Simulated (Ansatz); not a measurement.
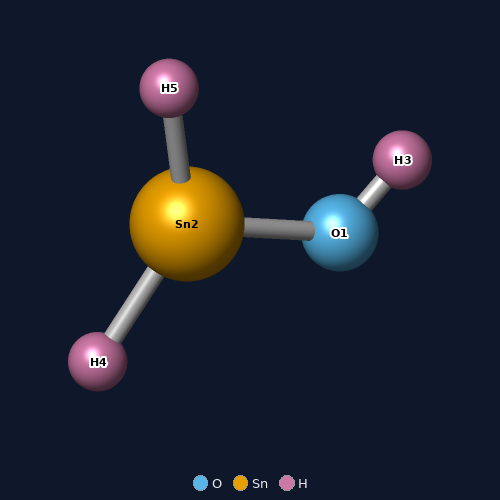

The system is H₃OSn, SMILES [OH][SnH2+], charge +1; the picture shows the reference structure. 
- Coordinates scanned: (1) umbrella angle at Sn2 (between each of its bonds and their common axis; 90 is planar); (2) change of the bonds Sn2–O1, Sn2–H4, Sn2–H5, all alike.
- Nothing is relaxed (all other coordinates rigid).
- The scan uses a 13 × 13 grid; 91 points were computed and 78 follow by symmetry.
- Points are written as (first, second).
- Energies: eV, counted from the lowest grid point.
- Theory: RKS r2SCAN-D4/def2-TZVP (Ansatz 0.2.0).

Its coordinates:

```yaml
atoms:
  - { symbol: O, position_ang: [0.0995, -1.0921, 0.7257] }
  - { symbol: Sn, position_ang: [-0.2586, 0.4812, -0.2762] }
  - { symbol: H, position_ang: [1.0101, -1.4222, 0.7663] }
  - { symbol: H, position_ang: [-1.8978, 0.8147, -0.1708] }
  - { symbol: H, position_ang: [1.0467, 1.2184, -1.0449] }
```

Range: umbrella angle at Sn2 (between each of its bonds and their common axis; 90 is planar) from 66 to 114°; change of the bonds Sn2–O1, Sn2–H4, Sn2–H5, all alike from −0.193 to 0.298 Å.

Question: What landscape does the calculation give?

Answer: The lowest grid point is at (90°, 0.012 Å). It is the only kind of minimum in the scanned range. The highest grid point, (66°, −0.193 Å), lies 2.81 eV above the lowest. Round the minimum the two coordinates are nearly uncoupled.

```csv
"second ↓, first →",66,70,74,78,82,86,90,94,98,102,106,110,114
0.298,2.25,2.06,1.89,1.77,1.68,1.62,1.60,1.62,1.68,1.77,1.89,2.06,2.25
0.257,1.96,1.75,1.58,1.44,1.35,1.29,1.27,1.29,1.35,1.44,1.58,1.75,1.96
0.216,1.69,1.47,1.28,1.14,1.04,0.97,0.95,0.97,1.04,1.14,1.28,1.47,1.69
0.175,1.45,1.21,1.02,0.86,0.75,0.69,0.66,0.69,0.75,0.86,1.02,1.21,1.45
0.134,1.25,1.00,0.79,0.63,0.51,0.44,0.41,0.44,0.51,0.63,0.79,1.00,1.25
0.094,1.10,0.84,0.61,0.44,0.32,0.24,0.21,0.24,0.32,0.44,0.61,0.84,1.10
0.053,1.01,0.73,0.49,0.31,0.18,0.10,0.07,0.10,0.18,0.31,0.49,0.73,1.01
0.012,1.00,0.70,0.45,0.25,0.11,0.03,0.00,0.03,0.11,0.25,0.45,0.70,1.00
−0.029,1.08,0.76,0.50,0.29,0.14,0.05,0.02,0.05,0.14,0.29,0.50,0.76,1.08
−0.070,1.27,0.94,0.66,0.44,0.28,0.19,0.15,0.19,0.28,0.44,0.66,0.94,1.27
−0.111,1.60,1.25,0.96,0.72,0.56,0.46,0.42,0.46,0.56,0.72,0.96,1.25,1.60
−0.152,2.10,1.73,1.42,1.18,1.00,0.89,0.86,0.89,1.00,1.18,1.42,1.73,2.10
−0.193,2.81,2.41,2.08,1.83,1.64,1.53,1.49,1.53,1.64,1.83,2.08,2.41,2.81
```

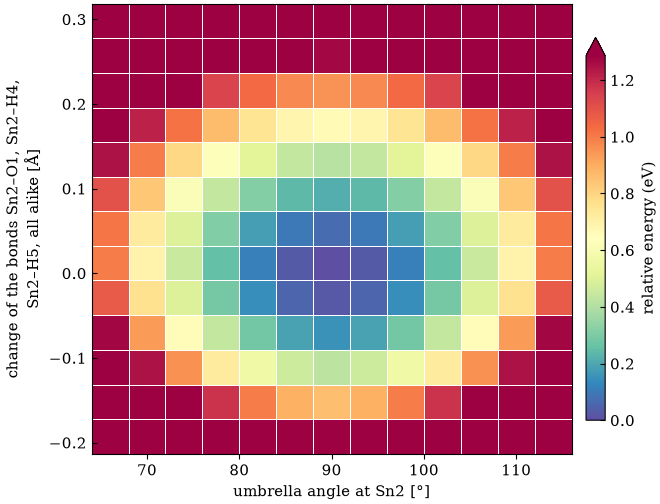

The picture shows one coloured cell a grid point, one colour for all values above the top of the scale.

Each point was launched as `ansatz run input.yaml --threads 1 --pin off --max-ram 2560MiB --backend cpu --events-out ev --progress --plain --runs-dir out`. Time for the 91 points that were run: 9.9 min on 1 thread of Arm Neoverse N1, on a shared host.
